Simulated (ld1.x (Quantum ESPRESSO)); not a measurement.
# Tungsten: generating and testing a TM potential

Task: generate the file, and judge it by its errors in other configurations, its logarithmic derivatives, its ghosts and its cutoff.

Program: ld1.x (Quantum ESPRESSO) 7.5. Reference atom: PBE, scalar-relativistic, spherical and spin-unpolarised. All values are calculated.

## Step 1: The atom and the settings

The settings as typed:

* element: tungsten (W, Z = 74)
* type: norm-conserving Troullier–Martins (Kleinman–Bylander form)
* frozen core: [Xe] 4f14
* valence charge: 6
* reference configuration: 5d4 6s2 6p0
* partial waves: 6s (bound): rc 1.95 bohr; 6p (bound, empty): rc 2.65 bohr; 5d (bound): rc 2.30 bohr; 5f channel at 0.05 Ry: rc 2.75 bohr
* local potential: all-electron potential smoothed inside 1.85 bohr (lloc = -1)
* core correction: Bessel-smoothed model core inside 1.60 bohr

An earlier all-electron run gives the scale for the radii.

All-electron outer shells of the reference configuration (PBE, scalar-relativistic, ld1.x):

```
shell  level (eV)  outermost node (bohr)  outermost maximum (bohr)
   5p      -43.20                   0.57                      1.09
   4f      -33.21                      –                      0.43
   6s       -5.71                   1.28                      2.67
   5d       -4.48                   0.63                      1.49
   6p       -1.36                   1.54                      3.75
```

## Step 2: The generation run

W.in reads:

```
 &input
   title='W', zed=74., rel=1, dft='PBE', iswitch=3,
   config='[Xe] 4f14 5d4 5f-2 6s2 6p0',
   nld=4, rlderiv=3.00, eminld=-2.0, emaxld=5.0, deld=0.02
 /
 &inputp
   pseudotype=2, tm=.true., lloc=-1, rcloc=1.85,
   nlcc=.true., new_core_ps=.true., rcore=1.60,
   file_pseudopw='W.UPF', file_wfcaegen='ae.wfc', file_wfcncgen='nc.wfc', file_beta='beta', file_chi='chi'
 /
4
6S  1  0   2.00   0.00  1.95  1.95  0.0
6P  2  1   0.00   0.00  2.65  2.65  0.0
5D  3  2   4.00   0.00  2.30  2.30  0.0
5F  4  3  -2.00   0.05  2.75  2.75  0.0
 &test
   configts(1)='5d4 6s2 6p0'
 /
```

On the command line:

```console
$ ld1.x < W.in > W.out
```

Output in W.out (without the banner and most projector matrices):

```text
     Program LD1 v.7.5
     --------------------------- All-electron run ----------------------------

     W
     scalar relativistic calculation

     atomic number is 74.00
     dft =PBE   lsd =0 sic =0 latt =0  beta=0.20 tr2=1.0E-14
     Exchange-correlation= PBE
                           (   1   4   3   4   0   0   0)
     mesh =1273 r(mesh) =  99.08072 a.u. xmin = -7.00 dx = 0.01250
     1 Ry =  13.60569312 eV, c = 137.03599908

     n l     nl                  e(Ry)          e(Ha)          e(eV)
     1 0     1S 1( 2.00)     -5108.0325     -2554.0163    -69498.3227
     2 0     2S 1( 2.00)      -881.6250      -440.8125    -11995.1197
     2 1     2P 1( 6.00)      -770.9375      -385.4687    -10489.1389
     3 0     3S 1( 2.00)      -203.0444      -101.5222     -2762.5605
     3 1     3P 1( 6.00)      -170.2715       -85.1358     -2316.6624
     4 0     4S 1( 2.00)       -41.8880       -20.9440      -569.9155
     4 1     4P 1( 6.00)       -31.1402       -15.5701      -423.6836
     3 2     3D 1(10.00)      -132.6048       -66.3024     -1804.1802
     5 0     5S 1( 2.00)        -5.8117        -2.9059       -79.0726
     5 1     5P 1( 6.00)        -3.1753        -1.5876       -43.2016
     4 2     4D 1(10.00)       -17.5243        -8.7621      -238.4301
     4 3     4F 1(14.00)        -2.4407        -1.2203       -33.2069
     5 2     5D 1( 4.00)        -0.3293        -0.1646        -4.4800
     6 0     6S 1( 2.00)        -0.4199        -0.2099        -5.7127
     6 1     6P 1( 0.00)        -0.1001        -0.0500        -1.3613

     final scf error:  6.9E-15 reached in  30 iterations

     Etot =  -32285.036163 Ry,  -16142.518081 Ha, -439260.294494 eV

     Ekin =   35580.599384 Ry,   17790.299692 Ha,  484098.716355 eV
     Encl =  -79832.739882 Ry,  -39916.369941 Ha,-1086179.759999 eV
     Eh   =   12612.479938 Ry,    6306.239969 Ha,  171601.531560 eV
     Exc  =    -645.375604 Ry,    -322.687802 Ha,   -8780.782411 eV

     normalization and overlap integrals

     s(1S/1S) =  1.000000  <r> =   0.0183  <r2> =    0.0005  r(max) =   0.0115
     s(2S/2S) =  1.000000  <r> =   0.0776  <r2> =    0.0071  r(max) =   0.0653
     s(2P/2P) =  1.000000  <r> =   0.0694  <r2> =    0.0059  r(max) =   0.0541
     s(3S/3S) =  1.000000  <r> =   0.2010  <r2> =    0.0462  r(max) =   0.1842
     s(3P/3P) =  1.000000  <r> =   0.2013  <r2> =    0.0470  r(max) =   0.1842
     s(4S/4S) =  1.000000  <r> =   0.4495  <r2> =    0.2281  r(max) =   0.4204
     s(4P/4P) =  1.000000  <r> =   0.4780  <r2> =    0.2599  r(max) =   0.4419
     s(3D/3D) =  1.000000  <r> =   0.1824  <r2> =    0.0390  r(max) =   0.1490
     s(5S/5S) =  1.000000  <r> =   1.0670  <r2> =    1.2795  r(max) =   0.9593
     s(5P/5P) =  1.000000  <r> =   1.2493  <r2> =    1.7716  r(max) =   1.0870
     s(4D/4D) =  1.000000  <r> =   0.5113  <r2> =    0.3030  r(max) =   0.4531
     s(4F/4F) =  1.000000  <r> =   0.6078  <r2> =    0.4644  r(max) =   0.4310
     s(5D/5D) =  1.000000  <r> =   2.0741  <r2> =    5.2814  r(max) =   1.4858
     s(6S/6S) =  1.000000  <r> =   3.1762  <r2> =   11.5366  r(max) =   2.6736
     s(6P/6P) =  1.000000  <r> =   4.8422  <r2> =   27.6044  r(max) =   3.7469

     ------------------------ End of All-electron run ------------------------

     --------------------- Generating NC pseudopotential ---------------------

      Generating local potential from pseudized AE potential:
      Matching radius rcloc =   1.8500

      Local pseudo, rcloc= 1.861 Estimated cut-off energy=     7.27 Ry

      Computing core charge for nlcc:

       r > 1.60 : true rho core
      Core charge pseudized with two Bessel functions
      Integrated core pseudo-charge :  15.03

      Wfc   6S  rcut= 1.956  Using Troullier-Martins method

      Wfc   6P  rcut= 2.640  Using Troullier-Martins method

      Wfc   5D  rcut= 2.273  Using Troullier-Martins method

      Wfc   5F  rcut= 2.776  Using Troullier-Martins method

     ------------------- End of pseudopotential generation -------------------

     [... the all-electron block is printed once more ...]


     Computing logarithmic derivative in   3.01080
     Computing logarithmic derivative in   3.01080
     Computing the partial wave expansion
     R is outside the sphere for l=    0 j= 0.00
     R is outside the sphere for l=    1 j= 0.00
     R is outside the sphere for l=    2 j= 0.00
     R is outside the sphere for l=    3 j= 0.00

     ---------------------- Testing the pseudopotential ----------------------

     W
     scalar relativistic calculation

     atomic number is 74.00   valence charge is  6.00
     dft =PBE   lsd =0 sic =0 latt =0  beta=0.20 tr2=1.0E-14
     mesh =1273 r(mesh) =  99.08072 xmin = -7.00 dx = 0.01250

     n l     nl             e AE (Ry)        e PS (Ry)    De AE-PS (Ry)
     3 2     5D   1( 4.00)       -0.32927       -0.32928        0.00000
     1 0     6S   1( 2.00)       -0.41988       -0.41987       -0.00000
     2 1     6P   1( 0.00)       -0.10005       -0.10005       -0.00000

     eps = 1.4E-16  iter =  4

     Etot =  -32285.036163 Ry,  -16142.518081 Ha, -439260.294494 eV
     Etotps =   -40.268009 Ry,     -20.134005 Ha,    -547.874174 eV

     Ekin =      13.082194 Ry,       6.541097 Ha,     177.992320 eV
     Encl =     -37.051752 Ry,     -18.525876 Ha,    -504.114772 eV
     Ehrt =      13.455899 Ry,       6.727950 Ha,     183.076839 eV
     Ecxc =     -30.524451 Ry,     -15.262226 Ha,    -415.306318 eV
     (Ecc =     -25.205950 Ry,     -12.602975 Ha,    -342.944422 eV)
     Epseu=       0.770101 Ry,       0.385050 Ha,      10.477757 eV

     ---------------------- End of pseudopotential test ----------------------
```

Wall time 1.5 s (1 thread of Neoverse-V2, shared host). (Generation and the later configuration tests together.)

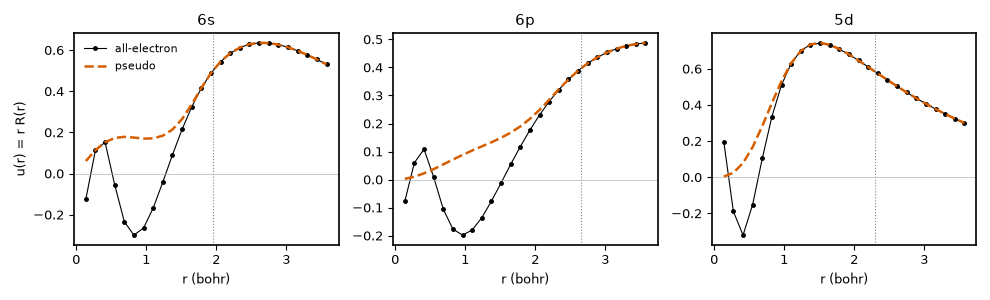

All-electron and pseudo partial waves (6s, 6p, 5d), with the matching radii dotted. The curves join 26 sampled radii, too few to resolve the innermost nodes.

## Step 3: Configuration tests

W.test.in reads:

```
 &input
   title='W', zed=74., rel=1, dft='PBE', iswitch=2,
   config='[Xe] 4f14 5d4 5f-2 6s2 6p0'
 /
 &test
   file_pseudo='W.UPF', nconf=8,
   configts(1)='5d4 6s2 6p0',
   configts(2)='5d4 6s1 6p0',
   configts(3)='5d4 6s0 6p0',
   configts(4)='5d3 6s0 6p0',
   configts(5)='5d4.5 6s1.5 6p0',
   configts(6)='5d4 6s1 6p1',
   configts(7)='5d4 6s0 6p2',
   configts(8)='5d2 6s0 6p0'
 /
```

On the command line:

```console
$ ld1.x < W.test.in > W.test.out
```

W.test.out, the pseudopotential blocks, each with the warnings that came before it:

```text
     ---------------------- Testing the pseudopotential ----------------------

     W
     scalar relativistic calculation

     atomic number is 74.00   valence charge is  6.00
     dft =PBE   lsd =0 sic =0 latt =0  beta=0.20 tr2=1.0E-14
     mesh =1273 r(mesh) =  99.08072 xmin = -7.00 dx = 0.01250

     n l     nl             e AE (Ry)        e PS (Ry)    De AE-PS (Ry)
     3 2     5D   1( 4.00)       -0.32927       -0.32928        0.00000
     1 0     6S   1( 2.00)       -0.41988       -0.41987       -0.00000
     2 1     6P   1( 0.00)       -0.10005       -0.10005       -0.00000

     eps = 1.9E-16  iter =  4

     Etot =  -32285.036163 Ry,  -16142.518081 Ha, -439260.294495 eV
     Etotps =   -40.268009 Ry,     -20.134005 Ha,    -547.874176 eV

     Ekin =      13.082194 Ry,       6.541097 Ha,     177.992317 eV
     Encl =     -37.051752 Ry,     -18.525876 Ha,    -504.114772 eV
     Ehrt =      13.455900 Ry,       6.727950 Ha,     183.076840 eV
     Ecxc =     -30.524451 Ry,     -15.262226 Ha,    -415.306318 eV
     (Ecc =     -25.205950 Ry,     -12.602975 Ha,    -342.944422 eV)
     Epseu=       0.770101 Ry,       0.385050 Ha,      10.477758 eV

     ---------------------- End of pseudopotential test ----------------------

     ---------------------- Testing the pseudopotential ----------------------

     W
     [...]
     n l     nl             e AE (Ry)        e PS (Ry)    De AE-PS (Ry)
     3 2     5D   1( 4.00)       -0.86192       -0.86165       -0.00028
     1 0     6S   1( 1.00)       -0.89530       -0.89601        0.00072
     2 1     6P   1( 0.00)       -0.50053       -0.50071        0.00019

     eps = 8.6E-15  iter =  8

     Etot =  -32284.383265 Ry,  -16142.191633 Ha, -439251.411371 eV
     Etotps =   -39.614562 Ry,     -19.807281 Ha,    -538.983568 eV
     dEtot_ae =       0.652898 Ry
     dEtot_ps =       0.653448 Ry,   Delta E=      -0.000550 Ry

     [...]
     ---------------------- End of pseudopotential test ----------------------

     Warning: n=2, l=1 expected 0 nodes, found 1
     ---------------------- Testing the pseudopotential ----------------------

     W
     [...]
     n l     nl             e AE (Ry)        e PS (Ry)    De AE-PS (Ry)
     3 2     5D   1( 4.00)       -1.46122       -1.46215        0.00093
     1 0     6S   1( 0.00)       -1.41739       -1.41963        0.00224
     2 1     6P   1( 0.00)       -0.95514       -1.08094        0.12580  !

     eps = 6.7E-16  iter =  7

     Etot =  -32283.230847 Ry,  -16141.615423 Ha, -439235.731921 eV
     Etotps =   -38.460373 Ry,     -19.230186 Ha,    -523.280031 eV
     dEtot_ae =       1.805316 Ry
     dEtot_ps =       1.807636 Ry,   Delta E=      -0.002320 Ry

     [...]
     ---------------------- End of pseudopotential test ----------------------

     ---------------------- Testing the pseudopotential ----------------------

     W
     [...]
     n l     nl             e AE (Ry)        e PS (Ry)    De AE-PS (Ry)
     3 2     5D   1( 3.00)       -2.28639       -2.30675        0.02036  !
     1 0     6S   1( 0.00)       -2.08186       -2.08933        0.00747  !
     2 1     6P   1( 0.00)       -1.53018       -1.53018        0.00000

     eps = 9.8E-19  iter =  7

     Etot =  -32281.365306 Ry,  -16140.682653 Ha, -439210.349951 eV
     Etotps =   -36.585276 Ry,     -18.292638 Ha,    -497.768042 eV
     dEtot_ae =       3.670856 Ry
     dEtot_ps =       3.682733 Ry,   Delta E=      -0.011877 Ry

     [...]
     ---------------------- End of pseudopotential test ----------------------

     ---------------------- Testing the pseudopotential ----------------------

     W
     [...]
     n l     nl             e AE (Ry)        e PS (Ry)    De AE-PS (Ry)
     3 2     5D   1( 4.50)       -0.28400       -0.28239       -0.00160
     1 0     6S   1( 1.50)       -0.39787       -0.39862        0.00075
     2 1     6P   1( 0.00)       -0.09129       -0.09214        0.00085

     eps = 6.2E-15  iter =  7

     Etot =  -32284.985079 Ry,  -16142.492540 Ha, -439259.599471 eV
     Etotps =   -40.216148 Ry,     -20.108074 Ha,    -547.168566 eV
     dEtot_ae =       0.051083 Ry
     dEtot_ps =       0.051861 Ry,   Delta E=      -0.000778 Ry

     [...]
     ---------------------- End of pseudopotential test ----------------------

     ---------------------- Testing the pseudopotential ----------------------

     W
     [...]
     n l     nl             e AE (Ry)        e PS (Ry)    De AE-PS (Ry)
     3 2     5D   1( 4.00)       -0.43350       -0.43555        0.00205
     1 0     6S   1( 1.00)       -0.49664       -0.49718        0.00055
     2 1     6P   1( 1.00)       -0.15553       -0.15549       -0.00003

     eps = 7.1E-15  iter = 11

     Etot =  -32284.705785 Ry,  -16142.352892 Ha, -439255.799470 eV
     Etotps =   -39.937323 Ry,     -19.968661 Ha,    -543.374957 eV
     dEtot_ae =       0.330378 Ry
     dEtot_ps =       0.330687 Ry,   Delta E=      -0.000308 Ry

     [...]
     ---------------------- End of pseudopotential test ----------------------

     ---------------------- Testing the pseudopotential ----------------------

     W
     [...]
     n l     nl             e AE (Ry)        e PS (Ry)    De AE-PS (Ry)
     3 2     5D   1( 4.00)       -0.52503       -0.53174        0.00671  !
     1 0     6S   1( 0.00)       -0.56044       -0.56258        0.00215
     2 1     6P   1( 2.00)       -0.20156       -0.20177        0.00021

     eps = 3.8E-15  iter = 17

     Etot =  -32284.355605 Ry,  -16142.177802 Ha, -439251.035033 eV
     Etotps =   -39.585863 Ry,     -19.792932 Ha,    -538.593105 eV
     dEtot_ae =       0.680558 Ry
     dEtot_ps =       0.682146 Ry,   Delta E=      -0.001588 Ry

     [...]
     ---------------------- End of pseudopotential test ----------------------

     ---------------------- Testing the pseudopotential ----------------------

     W
     [...]
     n l     nl             e AE (Ry)        e PS (Ry)    De AE-PS (Ry)
     3 2     5D   1( 2.00)       -3.19760       -3.25449        0.05689  !
     1 0     6S   1( 0.00)       -2.80919       -2.82819        0.01901  !
     2 1     6P   1( 0.00)       -2.17107       -2.17107        0.00000

     eps = 8.7E-15  iter =  6

     Etot =  -32278.630320 Ry,  -16139.315160 Ha, -439173.138561 eV
     Etotps =   -33.812547 Ry,     -16.906274 Ha,    -460.043138 eV
     dEtot_ae =       6.405843 Ry
     dEtot_ps =       6.455462 Ry,   Delta E=      -0.049619 Ry

     [...]
     ---------------------- End of pseudopotential test ----------------------
```

Energies count from the reference configuration 5d4 6s2 6p0; the error is all-electron less pseudo. A star marks tests that logged a warning.

| valence configuration | charge | ΔE all-electron (eV) | error AE − PS (meV) |
| --- | --- | --- | --- |
| 5d4 6s1 6p0 | +1 | 8.883 | -7.5 |
| 5d4 6s0 6p0 * | +2 | 24.563 | -32 |
| 5d3 6s0 6p0 | +3 | 49.945 | -162 |
| 5d4.5 6s1.5 6p0 | 0 | 0.695 | -11 |
| 5d4 6s1 6p1 | 0 | 4.495 | -4.2 |
| 5d4 6s0 6p2 | 0 | 9.259 | -22 |
| 5d2 6s0 6p0 | +4 | 87.156 | -675 |

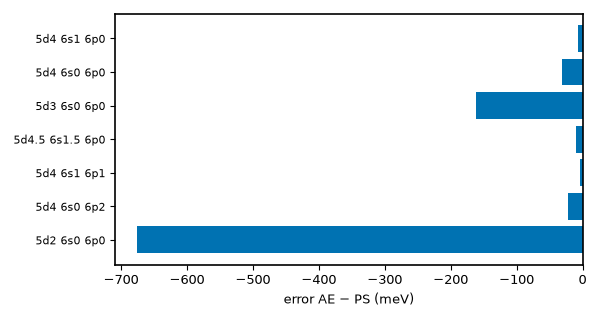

Error of the potential in each test configuration.

## Step 4: Does it scatter like the atom?

Taken from the files of the generation run. The phase is arctan(r·u′/u) with u = r·R, unwrapped, with energies in Ry. A pole is an energy at which the radial function vanishes at the test radius. The pseudo phase is shifted by a multiple of π to meet the all-electron one at the reference energy. Levels narrower than the energy grid can be missing from the poles. The last column is the largest difference on the grid between −1 and +1 Ry.

| channel | radius (bohr) | reference (Ry) | poles AE | poles PS | window around the reference with phases within 0.05 rad (Ry) | largest difference near zero (rad) |
| --- | --- | --- | --- | --- | --- | --- |
| s | 3.01 | -0.42 | 1.06 | 1.05 | below 2.8 | 0.001 |
| p | 3.01 | -0.10 | 2.37 | -0.64, 2.41 | -0.5 to 3.9 | 3.073 |
| d | 3.01 | -0.33 | 0.01, 4.69 | 0.01, 4.61 | the whole range | 0.001 |
| f | 3.01 | 0.05 | 2.97 | 2.92 | below 4.5 | 0.002 |

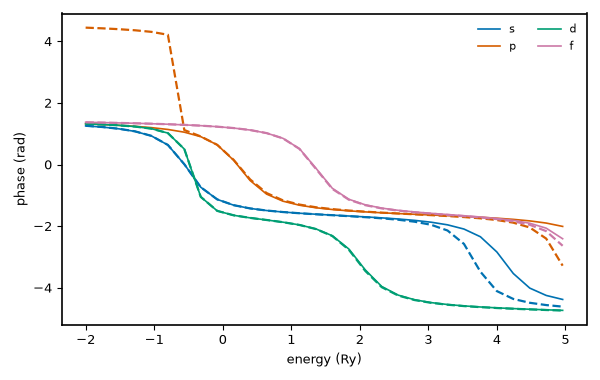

Phases by channel: all-electron solid, pseudo dashed.

## Step 5: Plane-wave convergence, by spherical Bessel functions

This step uses the generator's waves and projectors in a separate script. Basis: spherical Bessel functions vanishing at 20 bohr, q² up to the cutoff; potential fixed at the reference.

All-electron valence levels (Ry): 6s -0.4199, 6p -0.1001, 5d -0.3293. The lowest levels of each channel (Ry) by cutoff; the last column sums, over occupied levels, occupation times the distance from the level at 400 Ry. A positive value at high cutoff is not a bound level.

```csv
cutoff (Ry),s #1,s #2,p #1,p #2,d #1,f #1,Σ f·Δε (mRy)
8,-0.7905,-0.1025,-0.1004,0.0498,-0.0777,0.1094,1641.0
12,-2.1672,-0.3764,-0.1009,0.0498,-0.2021,0.1094,595.5
15,-2.6845,-0.4020,-0.3103,-0.0997,-0.2520,0.1094,344.9
21,-3.2314,-0.4178,-0.5570,-0.0998,-0.3160,0.1094,57.2
30,-3.3017,-0.4182,-0.6317,-0.1000,-0.3284,0.1094,6.6
35,-3.3043,-0.4188,-0.6422,-0.1000,-0.3292,0.1094,2.5
45,-3.3057,-0.4190,-0.6485,-0.1000,-0.3292,0.1094,1.8
55,-3.3086,-0.4194,-0.6489,-0.1000,-0.3292,0.1094,1.0
60,-3.3094,-0.4195,-0.6489,-0.1000,-0.3293,0.1094,0.7
80,-3.3098,-0.4196,-0.6490,-0.1000,-0.3293,0.1094,0.4
400,-3.3106,-0.4199,-0.6490,-0.1000,-0.3293,0.1094,0.0
```

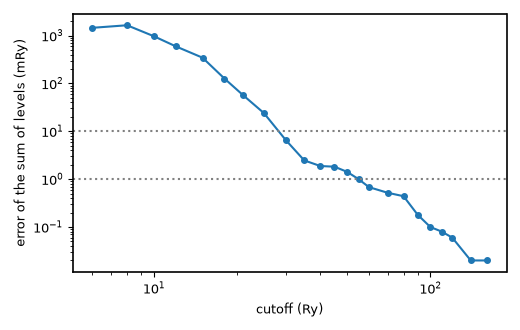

Occupation-weighted error of the valence levels against the cutoff; the dotted lines mark 10 and 1 mRy.

The sum stays within 10 mRy from 30 Ry and within 1 mRy from 60 Ry. The sum leaves out empty levels, which can need more. Ghost test: ghost states, bound below the all-electron valence or empty levels of the same l: s at -45.0 eV, p at -8.8 eV.

## Step 6: Outcome

| quantity | value |
| --- | --- |
| cutoffs for 10 and 1 mRy, occupied levels | 30 Ry and 60 Ry |
| bound ghosts | s at -45.04 eV, p at -8.83 eV |
| largest test error (AE − PS) | -675 meV, for 5d2 6s0 6p0 |
| largest phase difference near zero energy, channels read | 3.073 rad |

In words: A bound ghost (s, p) makes it unfit for use: electrons can fall into a state that the atom doesn't have. By total energies transferability is poor: the largest error is 675 meV on 87.2 eV, for 5d2 6s0 6p0. That test lies far up in energy; among those under 40 eV, nearer to bonding, the largest error is 32 meV. It counts as soft on the atom at that tolerance, with 30 Ry needed at the looser tolerance. The slowest occupied level is 6s: taken alone it needs 40 Ry to come within 1 mRy, against 30 Ry for 5d. Of the channels read, p scatters worst near zero energy, by up to 3.07 rad. A step near π is an extra or missing state, not a misfit of shape. The pseudo curves have a pole with no partner nearby in the atom's: p at -0.64 Ry. These are tests on the free atom; a crystal test is still owed.
